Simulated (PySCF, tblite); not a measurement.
**C₅H₈FNO: dynamics, then NMR shifts on frames**

How do NMR shifts of C₅H₈FNO (`C=C(F)N(C)C(C)=O`) change as the atoms move?

Programs: tblite 0.8.0 and PySCF 2.14.0, with density-fitted response routines of our own. Each step states its level of theory. These are calculated values for one molecule in the gas phase, unless marked as measured. Atoms count from 0, in the outputs and in this text.

## (1) The starting structure

16 atoms, charge 0, multiplicity 1; geometry from: GFN2-xTB.

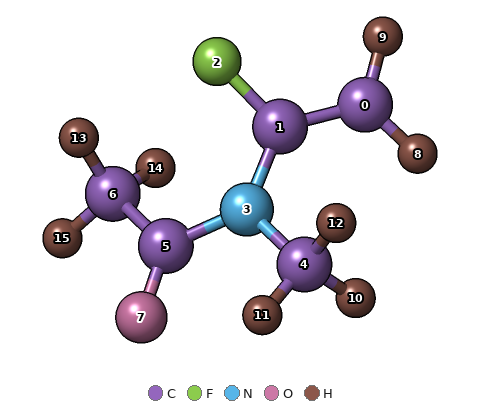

The starting geometry (carbon purple, fluorine green, nitrogen blue, oxygen pink, hydrogen brown), atoms numbered.

## (2) Thermal motion with GFN2-xTB

The job: settings as JSON, then the geometry in Å.

```
{"job": {"kind": "md", "xc": "GFN2-xTB", "basis": "xTB", "temperature": 600, "steps": 2000, "every": 50, "frames": 5}, "charge": 0, "multiplicity": 1}
C     -2.030311     0.983255     0.495378
C     -0.894061     0.614982    -0.076677
F     -0.507354     1.236799    -1.215408
N     -0.058810    -0.419272     0.311903
C     -0.692385    -1.568482     0.935939
C      1.321459    -0.426091     0.213021
C      1.977421     0.843506    -0.258297
O      1.949475    -1.411870     0.524367
H     -2.375363     0.534880     1.405083
H     -2.626022     1.759351     0.054446
H     -0.914763    -1.369567     1.985997
H      0.008874    -2.399359     0.878165
H     -1.611253    -1.816898     0.408261
H      1.874469     0.941451    -1.337160
H      1.535838     1.718399     0.213276
H      3.035188     0.787861    -0.014737
```

Level: GFN2-xTB Langevin dynamics, gas phase.

The run is started by

```bash
OMP_NUM_THREADS=1 python probes_run.py task.json out
```

The driver reads the jobs from task.json and runs them one after another.

Standard output:

```text
t/fs     T/K      E/eV
    0.0   487.9   -721.02915
   25.0   258.4   -720.55830
   50.0   384.1   -720.31968
   75.0   470.7   -720.30412
  100.0   415.4   -720.08440
  125.0   464.4   -720.07900
  150.0   537.6   -719.94012
  175.0   502.6   -719.83356
  200.0   548.7   -719.72370
  225.0   634.9   -719.72957
  250.0   677.0   -719.88507
  275.0   694.5   -720.12972
  300.0   697.5   -720.26566
  325.0   664.0   -719.96196
  350.0   594.7   -719.82128
  375.0   464.4   -719.65811
  400.0   629.0   -719.94342
  425.0   438.9   -719.54258
  450.0   550.1   -719.99443
  475.0   593.9   -720.15741
  500.0   562.3   -720.05823
  525.0   619.1   -720.05039
  550.0   769.5   -720.29561
  575.0   579.9   -720.12186
  600.0   601.8   -720.03421
  625.0   825.6   -719.94342
  650.0   651.2   -719.73266
  675.0   713.3   -719.64759
  700.0   580.5   -719.00604
  725.0  1080.2   -720.11740
  750.0   626.9   -719.85598
  775.0   471.8   -719.66365
  800.0   529.7   -719.89720
  825.0   471.0   -720.09728
  850.0   481.9   -720.09151
  875.0   405.1   -719.74106
  900.0   613.3   -720.08771
  925.0   728.6   -720.04089
  950.0   567.7   -720.02252
  975.0   639.1   -720.04216
 1000.0   444.4   -719.85977
```

Wall time 8.6 s (1 thread of Arm Neoverse V2, shared host); peak memory 0.24 GiB.

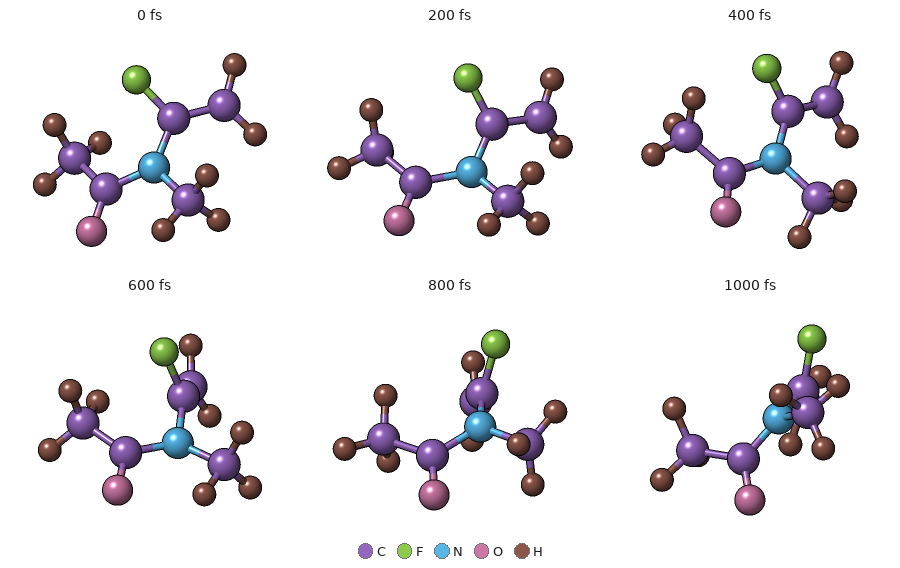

Frames of the run.

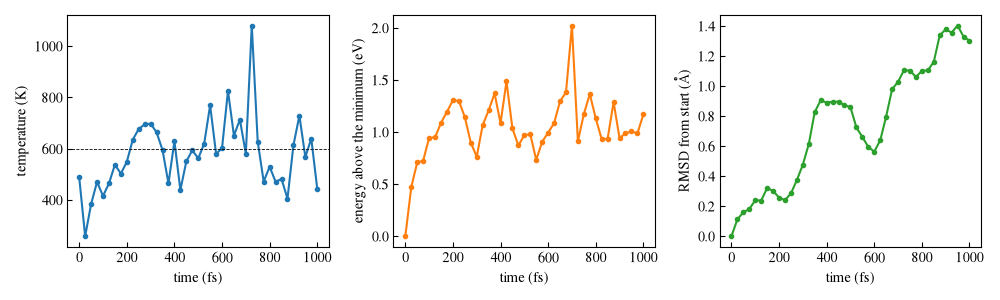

Temperature, potential energy and distance from the start.

Positions (Å) and forces (eV/Å) at 1000 fs:

```xyz
16

C    -0.740    2.266    2.505    1.429   -3.669    0.553
C    -1.274    1.363    1.670    1.139    0.808   -1.419
F    -2.137    1.881    0.758   -0.690   -0.467   -0.058
N    -0.812    0.080    1.288   -2.885    0.664   -0.198
C    -1.933   -0.913    0.938    2.805    0.626   -1.000
C     0.430   -0.405    1.568    0.653    0.093   -0.419
C     1.640    0.282    1.072    1.350    2.478   -1.474
O     0.569   -1.459    2.097   -0.091   -2.328    1.017
H     0.052    1.719    3.106   -1.001    1.568   -0.159
H    -1.106    3.235    2.658   -0.073    0.587    0.128
H    -1.812   -1.299   -0.106    0.254    0.445    0.784
H    -2.805   -0.374    0.987   -2.058    1.166    0.064
H    -1.980   -1.737    1.593    0.314   -0.812    0.892
H     1.509    0.759    0.016   -0.007   -0.717    1.786
H     1.950    1.114    1.765   -0.312   -0.685   -0.693
H     2.512   -0.404    1.002   -0.825    0.242    0.194
```

## (3) NMR shieldings: 250 fs, PBE0/pcSseg-1

The job: settings as JSON, then the geometry in Å.

```
{"job": {"kind": "nmr", "xc": "PBE0", "basis": "pcSseg-1", "pop": false}, "charge": 0, "multiplicity": 1}
C     -1.979200     1.216300     1.288100
C     -1.454200     0.508800     0.374700
F     -1.311500     1.039200    -0.899100
N     -0.638300    -0.531700     0.646600
C     -1.101300    -1.512400     1.613400
C      0.517000    -0.877700     0.013000
C      1.232900     0.086000    -0.776100
O      1.053900    -1.926200     0.383900
H     -1.955900     0.869700     2.351400
H     -2.681500     2.024100     1.007200
H     -1.485200    -0.970300     2.441400
H     -0.405700    -2.354800     1.801500
H     -1.837200    -2.074700     1.122200
H      1.051900     0.045800    -1.889500
H      1.159100     1.165800    -0.361500
H      2.332600    -0.171800    -0.747000
```

Method: GIAO PBE0/pcSseg-1 NMR shielding, non-relativistic, gas phase.

Standard output:

```text
coarse grid: 13624 points
cycle   1  E = -424.3361643232  dE =  1.447e+00  |g| = 9.946e-01  |ddm| = 3.503e+00
cycle   2  E = -423.6205621578  dE =  7.156e-01  |g| = 2.137e+00  |ddm| = 2.748e+00
cycle   3  E = -424.5172696513  dE = -8.967e-01  |g| = 2.520e-01  |ddm| = 2.203e+00
cycle   4  E = -424.5291798202  dE = -1.191e-02  |g| = 1.029e-01  |ddm| = 2.572e-01
cycle   5  E = -424.5309599780  dE = -1.780e-03  |g| = 2.667e-02  |ddm| = 7.775e-02
cycle   6  E = -424.5311097245  dE = -1.497e-04  |g| = 7.805e-03  |ddm| = 2.598e-02
cycle   7  E = -424.5311211848  dE = -1.146e-05  |g| = 2.528e-03  |ddm| = 6.797e-03
cycle   8  E = -424.5311223579  dE = -1.173e-06  |g| = 7.495e-04  |ddm| = 1.816e-03
final grid: 132824 points
cycle   9  E = -424.5933682877  dE = -2.417e-05  |g| = 1.251e-02  |ddm| = 2.755e-02
cycle  10  E = -424.5932811465  dE =  8.714e-05  |g| = 2.489e-02  |ddm| = 2.654e-02
cycle  11  E = -424.5933982538  dE = -1.171e-04  |g| = 2.310e-03  |ddm| = 1.874e-02
cycle  12  E = -424.5933993514  dE = -1.098e-06  |g| = 3.676e-04  |ddm| = 1.780e-03
cycle  13  E = -424.5933993684  dE = -1.696e-08  |g| = 1.866e-04  |ddm| = 4.123e-04
cycle  14  E = -424.5933993750  dE = -6.587e-09  |g| = 2.913e-05  |ddm| = 1.567e-04
cycle  15  E = -424.5933993751  dE = -1.841e-10  |g| = 1.226e-05  |ddm| = 3.103e-05
converged SCF energy = -424.5933993751

GIAO shielding tensors (ppm)
atom      isotropic    diamagn.    paramagn.     s11        s22        s33       span
  0 C      102.661     258.040    -155.380     24.511    118.463    165.007    140.496
  1 C       25.875     248.852    -222.978    -70.731     65.743     82.612    153.344
  2 F      250.954     479.071    -228.116    177.093    260.334    315.435    138.343
  3 N      114.200     336.675    -222.476     12.879    140.323    189.396    176.517
  4 C      152.731     243.198     -90.467    129.891    137.278    191.025     61.134
  5 C       14.080     248.718    -234.638    -84.669     22.783    104.127    188.795
  6 C      159.506     249.615     -90.109    138.988    156.386    183.143     44.155
  7 O     -179.160     401.620    -580.780   -546.994   -259.143    268.657    815.651
  8 H       26.472      30.825      -4.353     22.789     25.622     31.006      8.217
  9 H       26.517      28.566      -2.049     24.052     25.120     30.379      6.327
 10 H       29.668      30.658      -0.990     23.708     30.152     35.144     11.436
 11 H       25.589      29.497      -3.908     20.238     26.322     30.207      9.969
 12 H       29.855      29.666       0.189     24.896     28.225     36.444     11.548
 13 H       28.039      28.342      -0.303     24.123     26.955     33.037      8.914
 14 H       27.782      29.472      -1.690     23.348     28.317     31.681      8.333
 15 H       28.128      28.327      -0.199     23.763     26.870     33.752      9.989
```

Run time: 27 s. Hardware: 1 thread of Arm Neoverse V2, shared host; peak memory 0.84 GiB.

Shifts follow as δ = σ(reference) − σ, with reference shieldings (ppm) from runs at the same level and on the same kind of geometry: ¹H TMS 31.72, ¹³C TMS 186.9, ¹⁹F CFCl3 170.9, ¹⁵N NH3 267.7, ¹⁷O H2O 336.1. The references are single molecules in the gas phase, so shifts against H2O, NH3, PH3, H3PO4 or CFCl3 are not on the usual liquid scales and can be off by tens of ppm. Each atom is listed at this fixed geometry, with no averaging over motion; a spectrum would average atoms that exchange fast.

```tsv
atoms	environment	σ (ppm)	δ (ppm)
C5	amide carbonyl carbon	14.1	172.8
C1	alkene carbon bearing nitrogen	25.9	161.1
C0	β carbon of an enol-ether or enamine type C=C	102.7	84.3
C4	methyl carbon bonded to N	152.7	34.2
C6	methyl carbon α to a carbonyl	159.5	27.4
H11	hydrogen on a methyl carbon bonded to N	25.59	6.13
H8	hydrogen on a β carbon of an enol-ether or enamine type C=C	26.47	5.24
H9	hydrogen on a β carbon of an enol-ether or enamine type C=C	26.52	5.20
H14	hydrogen on a methyl carbon α to a carbonyl	27.78	3.94
H13	hydrogen on a methyl carbon α to a carbonyl	28.04	3.68
H15	hydrogen on a methyl carbon α to a carbonyl	28.13	3.59
H10	hydrogen on a methyl carbon bonded to N	29.67	2.05
H12	hydrogen on a methyl carbon bonded to N	29.86	1.86
F2	vinylic fluorine	251.0	-80.0
N3	amide-type nitrogen	114.2	153.5
O7	amide-type carbonyl oxygen	-179.2	515.2
```

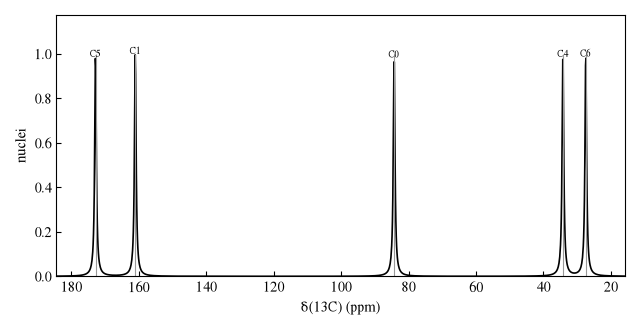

¹³C lines at the computed shifts, without couplings. Lines are broadened to a width of 0.58 ppm (Lorentzian).

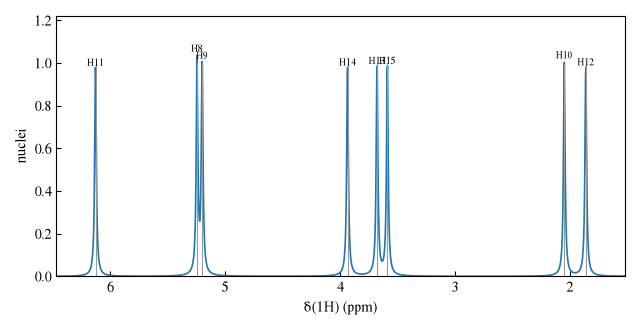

¹H lines at the computed shifts, without couplings. Lines are broadened to a width of 0.02 ppm (Lorentzian).

The fields below are evaluated on a grid from the run's orbitals.

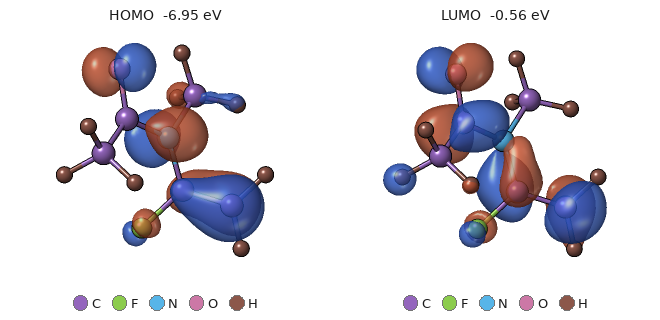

Frontier orbitals at PBE0/pcSseg-1; each surface holds 70 % of the orbital's density, blue and red mark the sign.

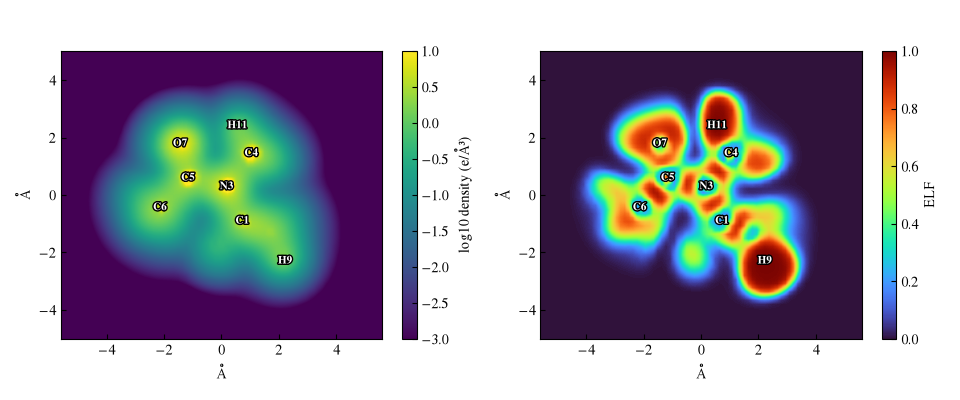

Density (left) and ELF (right) in a plane through or near 8 of the atoms.

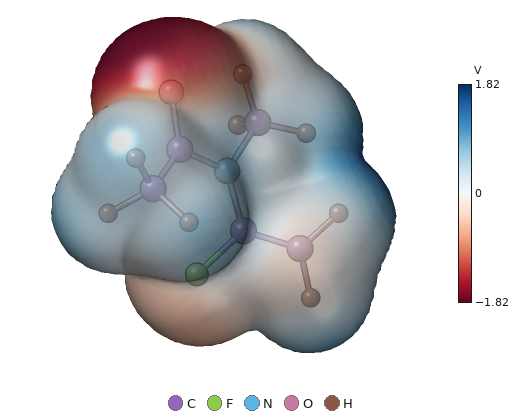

Electrostatic potential on the surface of density 0.002 e/bohr³; red is low, blue high. It runs, from the 1st to the 99th percentile, from -1.82 V near O7 to 1.34 V near H8.

## (4) NMR shieldings: 425 fs, PBE0/pcSseg-1

The job: settings as JSON, then the geometry in Å.

```
{"job": {"kind": "nmr", "xc": "PBE0", "basis": "pcSseg-1", "pop": false}, "charge": 0, "multiplicity": 1}
C     -2.377900     1.522300     1.717100
C     -1.822200     0.634600     0.900500
F     -1.722100     0.862300    -0.448200
N     -1.053200    -0.503700     1.318600
C     -1.802900    -1.365300     2.419500
C     -0.307900    -1.277700     0.417700
C      0.232800    -0.463100    -0.723900
O      0.035800    -2.370100     0.905800
H     -2.322200     1.444000     2.780600
H     -2.587600     2.461700     1.207000
H     -2.692900    -1.896900     2.105400
H     -2.176200    -0.682300     3.155700
H     -1.098600    -2.111200     2.887900
H     -0.334700    -0.498900    -1.585400
H      0.380400     0.663100    -0.574200
H      1.289000    -0.849800    -1.101000
```

With the program's defaults for keys left out, this is: GIAO PBE0/pcSseg-1 NMR shielding, non-relativistic, gas phase.

Standard output:

```text
coarse grid: 13624 points
cycle   1  E = -424.3118731957  dE =  1.028e+00  |g| = 1.011e+00  |ddm| = 3.478e+00
cycle   2  E = -423.4485110827  dE =  8.634e-01  |g| = 2.297e+00  |ddm| = 2.615e+00
cycle   3  E = -424.5023004762  dE = -1.054e+00  |g| = 2.574e-01  |ddm| = 2.114e+00
cycle   4  E = -424.5139125798  dE = -1.161e-02  |g| = 1.195e-01  |ddm| = 2.572e-01
cycle   5  E = -424.5163283761  dE = -2.416e-03  |g| = 2.934e-02  |ddm| = 8.148e-02
cycle   6  E = -424.5165238298  dE = -1.955e-04  |g| = 8.977e-03  |ddm| = 2.789e-02
cycle   7  E = -424.5165387313  dE = -1.490e-05  |g| = 3.305e-03  |ddm| = 7.297e-03
cycle   8  E = -424.5165408616  dE = -2.130e-06  |g| = 9.961e-04  |ddm| = 2.473e-03
final grid: 132824 points
cycle   9  E = -424.5808620440  dE = -2.726e-05  |g| = 1.326e-02  |ddm| = 2.610e-02
cycle  10  E = -424.5807617783  dE =  1.003e-04  |g| = 2.656e-02  |ddm| = 2.680e-02
cycle  11  E = -424.5808957008  dE = -1.339e-04  |g| = 2.899e-03  |ddm| = 1.926e-02
cycle  12  E = -424.5808974225  dE = -1.722e-06  |g| = 5.142e-04  |ddm| = 2.019e-03
cycle  13  E = -424.5808974648  dE = -4.234e-08  |g| = 2.079e-04  |ddm| = 5.266e-04
cycle  14  E = -424.5808974740  dE = -9.231e-09  |g| = 5.327e-05  |ddm| = 1.955e-04
cycle  15  E = -424.5808974746  dE = -6.152e-10  |g| = 1.868e-05  |ddm| = 4.985e-05
converged SCF energy = -424.5808974746

GIAO shielding tensors (ppm)
atom      isotropic    diamagn.    paramagn.     s11        s22        s33       span
  0 C      103.837     261.005    -157.168     19.061    125.834    166.616    147.555
  1 C        9.427     250.518    -241.091    -96.189     56.575     67.896    164.085
  2 F      232.216     480.709    -248.493    170.490    247.565    278.594    108.105
  3 N       80.427     330.302    -249.875    -10.296    105.976    145.602    155.897
  4 C      135.428     237.217    -101.789    108.692    116.329    181.263     72.571
  5 C        4.274     249.160    -244.886    -94.461     16.923     90.359    184.819
  6 C      156.693     251.842     -95.150    138.986    150.325    180.767     41.781
  7 O     -195.238     399.870    -595.108   -571.027   -312.242    297.556    868.583
  8 H       27.143      32.487      -5.344     24.569     25.341     31.519      6.950
  9 H       26.837      29.869      -3.032     24.127     25.125     31.257      7.129
 10 H       28.939      26.709       2.230     25.480     26.455     34.880      9.400
 11 H       29.278      28.927       0.351     24.963     29.079     33.794      8.831
 12 H       26.158      27.452      -1.293     21.635     25.535     31.305      9.670
 13 H       30.362      32.488      -2.126     26.184     30.449     34.452      8.268
 14 H       27.378      31.486      -4.107     22.733     28.962     30.440      7.707
 15 H       27.613      28.040      -0.427     23.412     25.449     33.978     10.566
```

Run time: 21 s. Hardware: 1 thread of Arm Neoverse V2, shared host; peak memory 0.87 GiB.

In short: δ C5 182.7, C1 177.5, C0 83.1, C4 51.5, H12 5.56, H9 4.88 ppm.

## (5) NMR shieldings: 625 fs, PBE0/pcSseg-1

The job: settings as JSON, then the geometry in Å.

```
{"job": {"kind": "nmr", "xc": "PBE0", "basis": "pcSseg-1", "pop": false}, "charge": 0, "multiplicity": 1}
C     -1.412600     1.829400     1.569100
C     -1.588600     0.763900     0.864400
F     -2.044000     0.764600    -0.419200
N     -1.270500    -0.621200     1.292600
C     -2.302600    -1.369700     1.813400
C     -0.100400    -1.077300     0.725400
C      0.751000    -0.184300    -0.176600
O      0.134500    -2.274200     0.736400
H     -0.878100     1.679100     2.528300
H     -1.768200     2.798600     1.199800
H     -2.098800    -1.754800     2.839200
H     -2.321800    -2.180400     1.108000
H     -3.233700    -0.771000     1.835900
H      0.481500    -0.563000    -1.111600
H      0.468400     0.867600    -0.181300
H      1.909700    -0.284800    -0.076300
```

With the program's defaults for keys left out, this is: GIAO PBE0/pcSseg-1 NMR shielding, non-relativistic, gas phase.

Standard output:

```text
coarse grid: 13624 points
cycle   1  E = -424.3423537539  dE =  1.274e+00  |g| = 9.988e-01  |ddm| = 3.491e+00
cycle   2  E = -423.6318012666  dE =  7.106e-01  |g| = 2.138e+00  |ddm| = 2.754e+00
cycle   3  E = -424.5260543148  dE = -8.943e-01  |g| = 2.394e-01  |ddm| = 2.219e+00
cycle   4  E = -424.5364159726  dE = -1.036e-02  |g| = 1.047e-01  |ddm| = 2.428e-01
cycle   5  E = -424.5382252720  dE = -1.809e-03  |g| = 2.723e-02  |ddm| = 7.057e-02
cycle   6  E = -424.5383852819  dE = -1.600e-04  |g| = 6.755e-03  |ddm| = 2.445e-02
cycle   7  E = -424.5383938367  dE = -8.555e-06  |g| = 2.101e-03  |ddm| = 5.505e-03
final grid: 132824 points
cycle   8  E = -424.6008524165  dE = -1.694e-05  |g| = 1.360e-02  |ddm| = 2.661e-02
cycle   9  E = -424.6007449701  dE =  1.074e-04  |g| = 2.735e-02  |ddm| = 2.934e-02
cycle  10  E = -424.6008886276  dE = -1.437e-04  |g| = 2.121e-03  |ddm| = 2.063e-02
cycle  11  E = -424.6008895939  dE = -9.663e-07  |g| = 2.565e-04  |ddm| = 1.493e-03
cycle  12  E = -424.6008896029  dE = -8.992e-09  |g| = 1.447e-04  |ddm| = 2.863e-04
cycle  13  E = -424.6008896062  dE = -3.336e-09  |g| = 2.843e-05  |ddm| = 1.090e-04
cycle  14  E = -424.6008896064  dE = -1.581e-10  |g| = 9.744e-06  |ddm| = 2.917e-05
converged SCF energy = -424.6008896064

GIAO shielding tensors (ppm)
atom      isotropic    diamagn.    paramagn.     s11        s22        s33       span
  0 C       92.736     259.224    -166.489      6.179    116.944    155.084    148.905
  1 C        7.598     254.014    -246.416   -101.223     56.433     67.582    168.805
  2 F      242.445     480.138    -237.694    164.378    261.379    301.577    137.199
  3 N      106.838     341.574    -234.735     22.871    134.560    163.085    140.214
  4 C      155.456     245.122     -89.666    132.660    153.268    180.439     47.779
  5 C        8.556     248.760    -240.203    -89.446     30.432     84.684    174.130
  6 C      158.866     253.598     -94.732    139.273    152.778    184.548     45.276
  7 O     -146.967     399.902    -546.869   -532.919   -267.611    359.628    892.547
  8 H       26.142      30.465      -4.323     23.971     24.219     30.237      6.266
  9 H       26.312      29.445      -3.133     24.094     24.558     30.284      6.190
 10 H       28.074      26.601       1.474     23.506     25.695     35.021     11.515
 11 H       27.843      28.946      -1.103     23.125     26.896     33.509     10.384
 12 H       28.291      26.933       1.357     23.688     28.228     32.956      9.267
 13 H       30.282      33.815      -3.532     28.000     28.598     34.249      6.250
 14 H       28.799      33.933      -5.135     23.031     30.736     32.630      9.599
 15 H       27.604      28.646      -1.043     24.138     25.320     33.353      9.215
```

Wall time 20 s (1 thread of Arm Neoverse V2, shared host); peak memory 0.87 GiB.

Key values: δ C1 179.3, C5 178.4, C0 94.2, C4 31.5, H8 5.57, H9 5.40 ppm.

[end of part 1 of 2]
